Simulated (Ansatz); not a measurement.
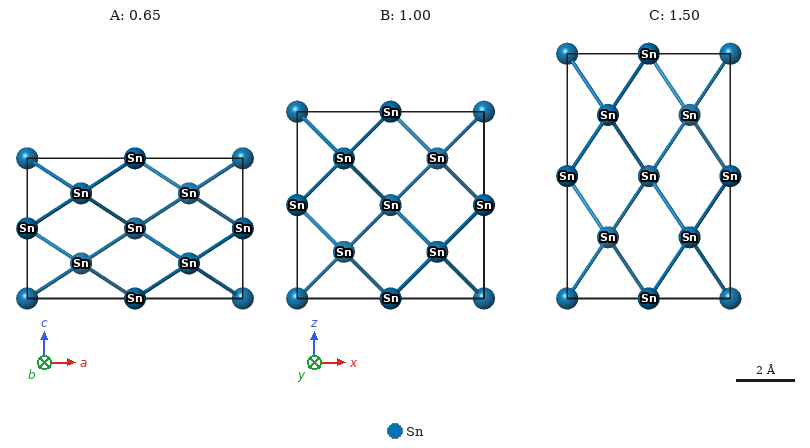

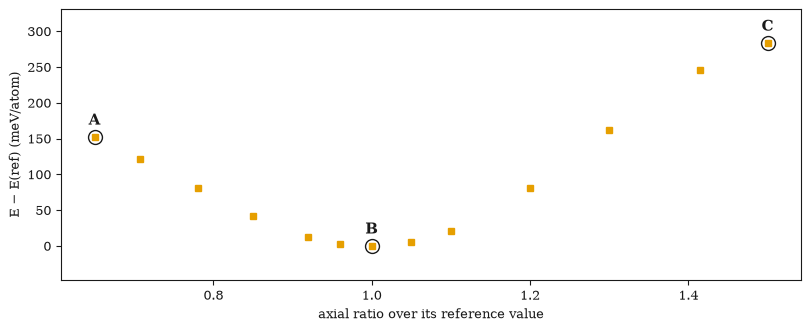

A crystal of Sn (Fd-3m): the ratio of the cell's length along z to its lengths across, counted as 1 for the reference, is changed at fixed volume (a tetragonal or Bain path), with the atoms kept at their fractional coordinates. x, y and z are the Cartesian axes of the input. The lettered frames are marked on the plot. The picture is a ball-and-stick view of the conventional cell (4 times the calculation's cell), seen along the b axis. Lengths and directions refer to the drawn axes.

Theory: DFT PBE, scalar-relativistic, plane waves, PAW (Ansatz 0.2.0). (plane-wave cutoff 420 eV; k-point mesh 14 × 14 × 14; occupations gaussian; smearing width 0.15 eV; no spin polarisation). Energies (free energies at the smearing named) are counted from the cell as listed in its source, which wasn't relaxed.

> Read off the main features of the energy profile.

The lowest computed point lies at the relative ratio 1.00 (0.0 meV/atom). The unrelaxed reference is under a pressure of 3.2 GPa. The distortion takes the space group from Fd-3m to I4_1/amd. At the relative ratio 1.50 the cell of the drawing goes a 6.491 → 5.671 Å, b 6.491 → 5.671 Å, c 6.491 → 8.506 Å.
